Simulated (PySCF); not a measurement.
## What a change does: excited-state calculation on BH3

System: BH3 (boron trihydride).
Method of run 1: TDDFT PBE0/6-31G*, vertical, gas phase, core orbitals frozen in the response (PySCF 2.14.0).

The geometry comes from this level: PBE0-D3(BJ)/def2-SVP. Text and figures count atoms from 1; the logs count them from 0 in places.

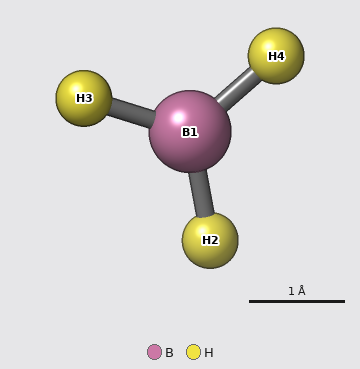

Figure 1. The input geometry (ball-and-stick view, seen at a tilt; atoms are numbered from 1 in the order of the input). Bond lengths as drawn: B–H 1.21 Å.

Input file, run 1:
```
{"job": {"kind": "uv", "xc": "PBE0", "basis": "6-31G*"}, "charge": 0, "multiplicity": 1}
B      0.025729    -0.020693    -0.018882
H     -0.142333     1.174079    -0.023087
H     -0.924771    -0.763480    -0.034287
H      1.145145    -0.470796     0.000075
```

The first line tells a small driver script what to run in PySCF; the rest is the geometry in Å.

Launched with:
```bash
OMP_NUM_THREADS=1 python <driver script> task.json out
```

Hardware: 1 CPU thread, shared host.

Output (run 1):
```
coarse grid: 2952 points
cycle   1  E = -26.5583130540  dE = -2.563e-01  |g| = 6.997e-02  |ddm| = 1.347e+00
cycle   2  E = -26.5603018283  dE = -1.989e-03  |g| = 2.252e-02  |ddm| = 1.158e-01
cycle   3  E = -26.5604752179  dE = -1.734e-04  |g| = 8.052e-03  |ddm| = 3.424e-02
cycle   4  E = -26.5604985847  dE = -2.337e-05  |g| = 2.777e-04  |ddm| = 8.648e-03
cycle   5  E = -26.5604986244  dE = -3.966e-08  |g| = 1.205e-05  |ddm| = 5.208e-04
final grid: 27328 points
cycle   6  E = -26.5557129124  dE = -3.831e-06  |g| = 1.899e-03  |ddm| = 5.804e-03
cycle   7  E = -26.5557137316  dE = -8.192e-07  |g| = 1.213e-03  |ddm| = 3.476e-03
cycle   8  E = -26.5557142539  dE = -5.223e-07  |g| = 1.295e-05  |ddm| = 1.264e-03
cycle   9  E = -26.5557142539  dE = -5.372e-11  |g| = 9.707e-07  |ddm| = 2.991e-05
converged SCF energy = -26.5557142539

Static polarisability (au): isotropic 13.516, principal 8.036 16.251 16.260

Singlet excitations
state   eV       nm        f      main configurations
  1   5.9932    206.9   0.00000   H->L 1.00
  2   6.0006    206.6   0.00000   H-1->L 1.00
  3  11.8208    104.9   0.39236   H-2->L 1.00
  4  12.8255     96.7   0.00002   H->L+3 0.50, H-1->L+2 0.50
  5  12.9644     95.6   0.06797   H->L+1 0.87
  6  12.9741     95.6   0.06843   H-1->L+1 0.86
  7  13.5634     91.4   0.00011   H->L+2 0.49, H-1->L+3 0.48
  8  14.4250     86.0   1.32217   H->L+3 0.35, H-1->L+2 0.34, H-1->L+1 0.11
  9  14.4262     85.9   1.32214   H-1->L+3 0.35, H->L+2 0.34, H->L+1 0.10
 10  17.5976     70.5   0.00000   H-2->L+1 0.89

Triplet excitations (Tamm-Dancoff, eV): 5.1454 5.1527 9.0587 11.2104
```

Run 2 used a changed input.

The two runs side by side:

| quantity | run 1 | run 2 |
| --- | --- | --- |
| outcome | converged | converged |
| total energy (hartree) | −26.555714 | −26.565594 |
| HOMO (eV) | −9.77 | −9.88 |
| LUMO (eV) | −1.58 | −1.97 |
| dipole moment (D) | 0.00 | 0.00 |
| lowest excitation (eV) | 5.99 | 5.81 |
| SCF iterations | 9 | 9 |
| strongest computed line (eV) | 14.43 | 11.33 |
| basis functions | 20 | 49 |

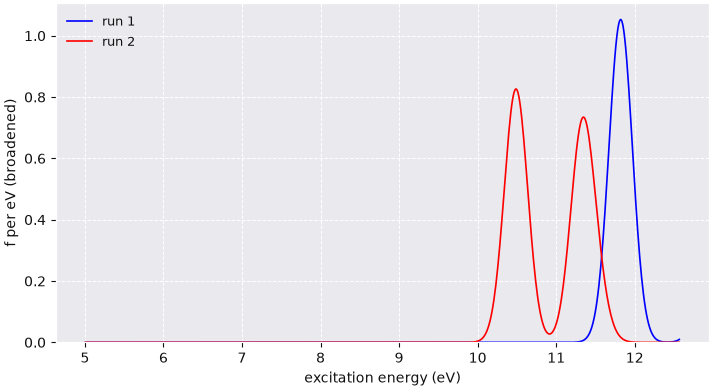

Figure 2. Absorption of the two runs from their computed states, each broadened by a Gaussian of 0.35 eV full width; the range ends where the shorter list of states ends.

What was changed in the input?

The change (lines with − go, lines with + come):
```diff
-"basis": "6-31G*"
+"basis": "def2-TZVP"
```

The total energy of run 2 is 6.2 kcal/mol lower, which measures the change of basis and not a stability. The HOMO goes from −9.77 to −9.88 eV. The LUMO goes from −1.58 to −1.97 eV. The lowest excitation goes from 5.99 to 5.81 eV. The strongest computed line goes from 14.43 to 11.33 eV. The number of SCF iterations is the same. The basis functions go from 20 to 49.

Output (run 2):
```
coarse grid: 2952 points
cycle   1  E = -26.5638889557  dE = -2.493e-01  |g| = 8.128e-02  |ddm| = 1.108e+00
cycle   2  E = -26.5662223557  dE = -2.333e-03  |g| = 2.545e-02  |ddm| = 1.164e-01
cycle   3  E = -26.5664317645  dE = -2.094e-04  |g| = 1.022e-02  |ddm| = 3.160e-02
cycle   4  E = -26.5664667155  dE = -3.495e-05  |g| = 4.285e-04  |ddm| = 8.759e-03
cycle   5  E = -26.5664667834  dE = -6.797e-08  |g| = 1.333e-05  |ddm| = 6.812e-04
final grid: 27328 points
cycle   6  E = -26.5655932318  dE = -9.438e-06  |g| = 2.033e-03  |ddm| = 1.260e-02
cycle   7  E = -26.5655939491  dE = -7.174e-07  |g| = 1.269e-03  |ddm| = 2.568e-03
cycle   8  E = -26.5655944742  dE = -5.251e-07  |g| = 3.239e-05  |ddm| = 1.105e-03
cycle   9  E = -26.5655944746  dE = -4.047e-10  |g| = 3.646e-06  |ddm| = 3.677e-05
converged SCF energy = -26.5655944746

Static polarisability (au): isotropic 16.458, principal 12.319 18.525 18.530

Singlet excitations
state   eV       nm        f      main configurations
  1   5.8073    213.5   0.00000   H->L 0.99
  2   5.8147    213.2   0.00000   H-1->L 0.99
  3  10.4842    118.3   0.15399   H->L+1 1.00
  4  10.4918    118.2   0.15405   H-1->L+1 1.00
  5  11.2080    110.6   0.00000   H->L+3 0.49, H-1->L+2 0.47
  6  11.3288    109.4   0.24731   H-2->L 0.98
  7  11.5038    107.8   0.02475   H-1->L+2 0.43, H->L+3 0.41
  8  11.5055    107.8   0.02484   H->L+2 0.45, H-1->L+3 0.39
  9  11.6088    106.8   0.00001   H-1->L+3 0.49, H->L+2 0.43
 10  12.5671     98.7   0.00001   H->L+6 0.52, H-1->L+5 0.47

Triplet excitations (Tamm-Dancoff, eV): 4.9577 4.9648 8.8462 9.9182
```
